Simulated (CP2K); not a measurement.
# CH3ClOSi (SMILES CO[Si]Cl), run twice

Aim: energy and gradient of CH3ClOSi at PM6.

The calculation is run with CP2K 2026.2.

3 further runs of the same task are left out: 3 set aside as unsound or not needed.

## (1) The molecule

CH3ClOSi: 7 atoms, total charge 0, spin state singlet. SMILES: `CO[Si]Cl`. The coordinates come from a PBE0-D4/def2-TZVP relaxation. This is one conformer, not always the lowest.

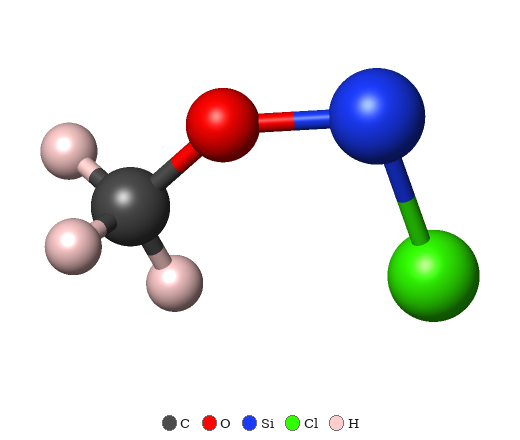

Viewed from a chosen angle; carbon dark grey, oxygen red, silicon blue, chlorine green, hydrogen pink.

## (2) The input as first written

Contents of molecule.pdb:

```
HETATM    1 C    MOL A   1       0.358   0.753   0.162  1.00  0.00           C
HETATM    2 O    MOL A   1       0.325  -0.537   0.738  1.00  0.00           O
HETATM    3 Si   MOL A   1      -0.351  -1.972   0.392  1.00  0.00          SI
HETATM    4 Cl   MOL A   1      -1.396  -1.586  -1.406  1.00  0.00          CL
HETATM    5 H    MOL A   1      -0.215   0.786  -0.766  1.00  0.00           H
HETATM    6 H    MOL A   1      -0.058   1.467   0.875  1.00  0.00           H
HETATM    7 H    MOL A   1       0.558   0.753   0.162  1.00  0.00           H
END
```

Contents of mol.inp:

```
&GLOBAL
 PROJECT mol
 RUN_TYPE ENERGY_FORCE
 PRINT_LEVEL MEDIUM
&END GLOBAL
&FORCE_EVAL
 METHOD Quickstep
 &DFT
  # Quickstep
  &QS
   METHOD PM6
   EPS_DEFAULT 1.0E-10
   &SE
    &COULOMB
     CUTOFF [angstrom] 50
     RC_RANGE [angstrom] 0
    &END COULOMB
    &EXCHANGE
     CUTOFF [angstrom] 50
     RC_RANGE [angstrom] 0
    &END EXCHANGE
   &END SE
  &END QS
  # isolated system
  &POISSON
   PERIODIC NONE
   POISSON_SOLVER ANALYTIC
  &END POISSON
  # self-consistent field
  &SCF
   SCF_GUESS ATOMIC
   EPS_SCF 1.0E-07
   MAX_SCF 93
   &DIAGONALIZATION
    ALGORITHM STANDARD
   &END DIAGONALIZATION
   &MIXING
    METHOD DIRECT_P_MIXING
    ALPHA 0.4
   &END MIXING
  &END SCF
  &PRINT
   &MOMENTS
    PERIODIC F
    REFERENCE COM
    MAX_MOMENT 1
   &END MOMENTS
   &MO ON
    ENERGIES T
    OCCUPATION_NUMBERS T
    NDIGITS 6
    &EACH
     QS_SCF 0
    &END EACH
    ADD_LAST NUMERIC
   &END MO
   &HIRSHFELD OFF
   &END HIRSHFELD
  &END PRINT
 &END DFT
 &SUBSYS
  # vacuum box
  &CELL
   ABC 10 11.4 10.3
   PERIODIC NONE
  &END CELL
  &TOPOLOGY
   COORD_FILE_NAME molecule.pdb
   COORD_FILE_FORMAT PDB
   CONN_FILE_FORMAT OFF
   &CENTER_COORDINATES
   &END CENTER_COORDINATES
  &END TOPOLOGY
 &END SUBSYS
 &PRINT
  &FORCES ON
  &END FORCES
 &END PRINT
&END FORCE_EVAL
```

The run is started by

```sh
OMP_NUM_THREADS=1 cp2k.psmp mol.inp > mol.out
```

What it wrote:

```text
CP2K| version string:                                       CP2K version 2026.2
[...]
 GLOBAL| Method name                                                        CP2K
[...]
 GLOBAL| Run type                                                   ENERGY_FORCE
[...]
                             - Atoms:                                          7
[...]
                             - Spherical basis functions:                     29
[...]
 *** WARNING in particle_methods.F:720 :: The distance between the atoms 1 ***
 *** and 7 is only 0.200 angstrom and thus smaller than the threshold of   ***
 *** 0.500 angstrom                                                        ***
[...]
 Number of electrons:                                                         24
[...]
     1 P_Mix/Diag. 0.40E+00    0.0     0.94099938     22392.2830103502  2.24E+04
[...]
    21 DIIS/Diag.  0.45E-07    0.0     0.00000008     22387.5388267800  0.00E+00
  *** SCF run converged in    21 steps ***
  Core-core repulsion energy [eV]:                         611261.48845790652558
  Core Hamiltonian energy [eV]:                             -1274.64180707241599
  Two-electron integral energy [eV]:                        -1581.86806353312795
  Electronic energy [eV]:                                   -2065.57583883897996
  Total energy [eV]:                                       609195.91261906747241
  Atomic reference energy [eV]:                               780.13595847472857
  Heat of formation [kcal/mol]:                          14066382.95901206135750
[...]
 SE_DIPOLE| Moment [Debye]          0.01275637      -0.61830170      -0.83818899
 SE_DIPOLE| Derivative [a.u.]       0.00000000       0.00000000       0.00000000
 ENERGY| Total FORCE_EVAL ( QS ) energy [hartree]          22387.538826779964438
 FORCES| Atomic forces [hartree/bohr]
 FORCES|   Atom     x               y               z               |f|
 FORCES|      1 -7.11716831E+05 -1.08657245E-02  2.38189656E-02   7.11716831E+05
 FORCES|      2 -3.62028550E-02 -9.67379202E-02  4.32767474E-02   1.11989950E-01
 FORCES|      3 -4.01327153E-03 -1.93172073E-02  1.24417751E-03   1.97688852E-02
 FORCES|      4 -4.42924124E-03 -6.66393161E-03 -3.14864558E-03   8.59884477E-03
 FORCES|      5 -4.94091122E-02 -2.46976363E-04 -4.30086813E-02   6.55062442E-02
 FORCES|      6 -4.63076314E-02  3.60080689E-02  4.12604799E-02   7.17175359E-02
 FORCES|      7  7.11716972E+05  9.78236911E-02 -6.34430434E-02   7.11716972E+05
 FORCES| Sum    -1.16415322E-10  6.66133815E-16 -4.16333634E-16
 FORCES| Total atomic force                                       1.16415322E-10
[...]
```

Wall time 1.7 s (1 thread of AMD EPYC, shared host); peak memory 0.18 GiB.

## (3) Diagnosis

The program ended normally, but the settings are unsound, so its numbers aren't properties of the molecule.

Cause: two atoms lie on top of or far too near each other. As the program read them, the closest atoms are 0.20 Å apart, against 1.09 Å in the sound input.

## (4) Try two

molecule.pdb: that of step 2 with these lines changed.

```diff
@@ -6,3 +6,3 @@
 HETATM    6 H    MOL A   1      -0.058   1.467   0.875  1.00  0.00           H
-HETATM    7 H    MOL A   1       0.558   0.753   0.162  1.00  0.00           H
+HETATM    7 H    MOL A   1       1.397   1.021  -0.040  1.00  0.00           H
 END
```

Contents of calc.inp:

```
&GLOBAL
   PROJECT_NAME calc
   RUN_TYPE ENERGY_FORCE
   PRINT_LEVEL MEDIUM
&END GLOBAL

&FORCE_EVAL
   METHOD QS
   &DFT
      CHARGE 0
      MULTIPLICITY 1
      &QS
         METHOD PM6
         EPS_DEFAULT 1.0E-10
         &SE
            &COULOMB
               CUTOFF [angstrom] 50
               RC_RANGE [angstrom] 0
            &END COULOMB
            &EXCHANGE
               CUTOFF [angstrom] 50
               RC_RANGE [angstrom] 0
            &END EXCHANGE
         &END SE
      &END QS
      &POISSON
         PERIODIC NONE
         POISSON_SOLVER ANALYTIC
      &END POISSON
      &SCF
         SCF_GUESS ATOMIC
         EPS_SCF 1.0E-07
         MAX_SCF 100
         &DIAGONALIZATION
            ALGORITHM STANDARD
         &END DIAGONALIZATION
         &MIXING
            METHOD DIRECT_P_MIXING
            ALPHA 0.4
         &END MIXING
      &END SCF
      &PRINT
         &MOMENTS
            PERIODIC F
            REFERENCE COM
            MAX_MOMENT 1
         &END MOMENTS
         &MO ON
            ENERGIES T
            OCCUPATION_NUMBERS T
            NDIGITS 6
            &EACH
               QS_SCF 0
            &END EACH
            ADD_LAST NUMERIC
         &END MO
         &HIRSHFELD OFF
         &END HIRSHFELD
      &END PRINT
   &END DFT
   &SUBSYS
      &CELL
         ABC [angstrom] 10.8 11.4 10.3
         PERIODIC NONE
      &END CELL
      &TOPOLOGY
         COORD_FILE_NAME molecule.pdb
         COORD_FILE_FORMAT PDB
         CONN_FILE_FORMAT OFF
         &CENTER_COORDINATES
         &END CENTER_COORDINATES
      &END TOPOLOGY
   &END SUBSYS
   &PRINT
      &FORCES ON
      &END FORCES
   &END PRINT
&END FORCE_EVAL
```

The run is started by

```sh
OMP_NUM_THREADS=1 cp2k.psmp calc.inp > calc.out
```

What it wrote:

```text
CP2K| version string:                                       CP2K version 2026.2
[...]
 GLOBAL| Method name                                                        CP2K
[...]
 GLOBAL| Run type                                                   ENERGY_FORCE
[...]
                             - Atoms:                                          7
[...]
                             - Spherical basis functions:                     29
[...]
 Number of electrons:                                                         24
[...]
     1 P_Mix/Diag. 0.40E+00    0.0     0.93846801       -24.2797406984 -2.43E+01
[...]
    22 DIIS/Diag.  0.53E-07    0.0     0.00000003       -28.7692086152 -6.04E-14
  *** SCF run converged in    22 steps ***
  Core-core repulsion energy [eV]:                           1238.61567034580617
  Core Hamiltonian energy [eV]:                             -1270.94565724472773
  Two-electron integral energy [eV]:                        -1501.03998395903932
  Electronic energy [eV]:                                   -2021.46564922424750
  Total energy [eV]:                                         -782.84997887844133
  Atomic reference energy [eV]:                               780.13595847472857
  Heat of formation [kcal/mol]:                               -62.58680229530949
[...]
 SE_DIPOLE| Moment [Debye]         -0.71651791      -0.81402708      -0.70661889
 SE_DIPOLE| Derivative [a.u.]       0.00000000       0.00000000       0.00000000
 ENERGY| Total FORCE_EVAL ( QS ) energy [hartree]            -28.769208615232618
 FORCES| Atomic forces [hartree/bohr]
 FORCES|   Atom     x               y               z               |f|
 FORCES|      1  8.40717604E-03  1.30185476E-02  6.37553246E-03   1.67574045E-02
 FORCES|      2 -1.29582806E-03  8.07753774E-03 -5.97108140E-03   1.01281587E-02
 FORCES|      3 -2.46704826E-03 -1.01953257E-02  1.16971848E-03   1.05545835E-02
 FORCES|      4 -4.46764589E-03 -7.17301975E-03 -3.40071848E-03   9.10916891E-03
 FORCES|      5 -2.62058972E-03 -1.87327770E-03 -3.26007236E-03   4.58309193E-03
 FORCES|      6 -2.40304790E-03  2.39949350E-04  4.84859104E-03   5.41673794E-03
 FORCES|      7  4.84698378E-03 -2.09441160E-03  2.38030269E-04   5.28549620E-03
 FORCES| Sum    -1.80411242E-16  6.66133815E-16 -3.60822483E-16
 FORCES| Total atomic force                                       7.78765266E-16
[...]
```

It took 2 s on 1 thread of AMD EPYC, shared host; peak memory 0.18 GiB.

## (5) Summary of results

At PM6:

| quantity | value |
| --- | --- |
| total energy | -28.76921 Eh |
| dipole moment | 1.29 D |
| HOMO energy | -8.63 eV |
| heat of formation at this unrelaxed shape | -62.6 kcal/mol |
| largest force on an atom | 0.862 eV/Å |

**Reading.** The first attempt's energy was +609978.816 eV off this one. The largest force is 0.86 eV/Å: the shape isn't a stationary point for this species at this level.
